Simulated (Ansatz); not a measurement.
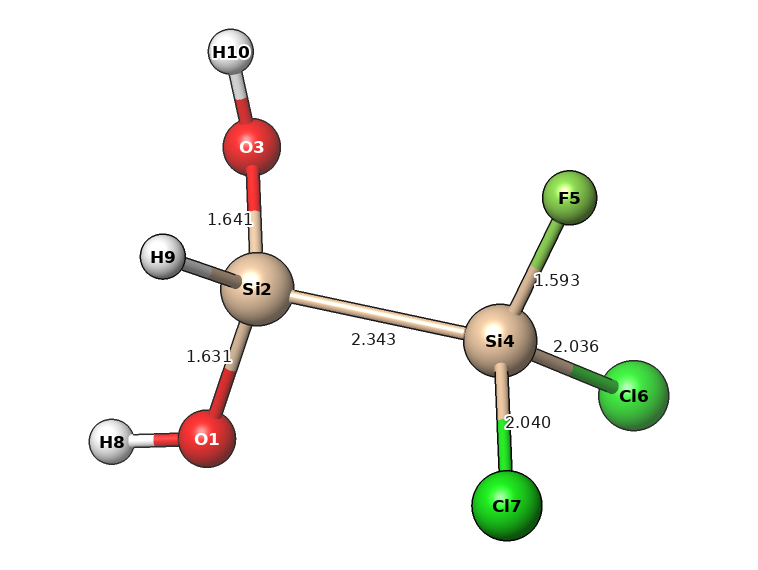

Bond lengths are marked in Å; every bond is drawn as one stick. The geometry was computed by an optimisation with PBE0-D4/def2-TZVP. No frequency run is at hand to confirm it as a minimum.

Which of the marked bonds are single, double, triple or aromatic?

O1–Si2 single; Si2–O3 single; Si2–Si4 single; Si4–F5 single; Si4–Cl6 single; Si4–Cl7 single.

Give the structure as SMILES.

O[SiH](O)[Si](F)(Cl)Cl
